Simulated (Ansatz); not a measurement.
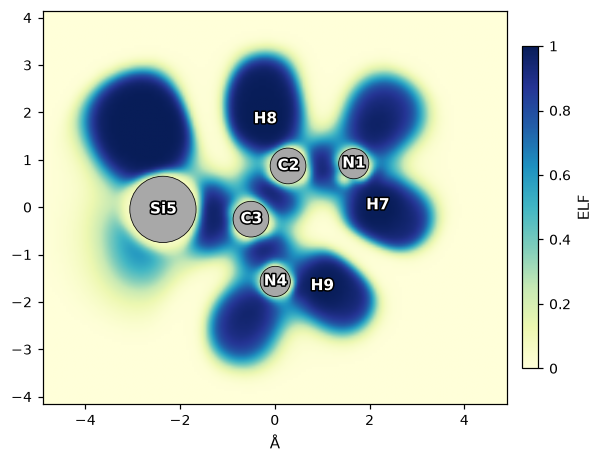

Figure 1: C2H8N2Si (SMILES NC=C(N)[SiH3]). ELF on the plane of atoms C2, C3 and Si5. Grey discs cover the atomic cores.

These are results of RKS PBE-D4/def2-SVP (Ansatz), not measurements.

```xyz
13

N    -1.8417    1.3091   -0.1894
C    -1.0113    0.2121   -0.4289
C     0.1997   -0.0384    0.1581
N     0.8012    0.8212    1.1133
Si    1.0202   -1.6883   -0.1560
H    -2.4022    1.6085   -0.9905
H    -1.4104    2.1140    0.2722
H    -1.4438   -0.5420   -1.1042
H     0.4780    1.7952    1.0658
H     1.8250    0.8296    1.0470
H     0.3130   -2.3751   -1.2924
H     1.0206   -2.6025    1.0454
H     2.4721   -1.4783   -0.5256
```

**Interpret the plot.**

- The section cuts through N, C, Si and H sites.
- C–C (1.37 Å): the ELF peaks at about 0.95 between the atoms (localised, covalent bonding).
- C–N (1.40 Å): the ELF peaks at about 0.90 between the atoms; localised, covalent bonding.
- C–Si (1.87 Å): the ELF peaks at about 0.95 between the atoms, as expected for localised, covalent bonding.
- N–H (1.02 Å): the ELF climbs to about 1 towards the hydrogen, as it does in any bond to H; an ordinary covalent bond to hydrogen.
- C–H (1.10 Å): the ELF climbs to about 1 towards the hydrogen (an ordinary covalent bond to hydrogen).
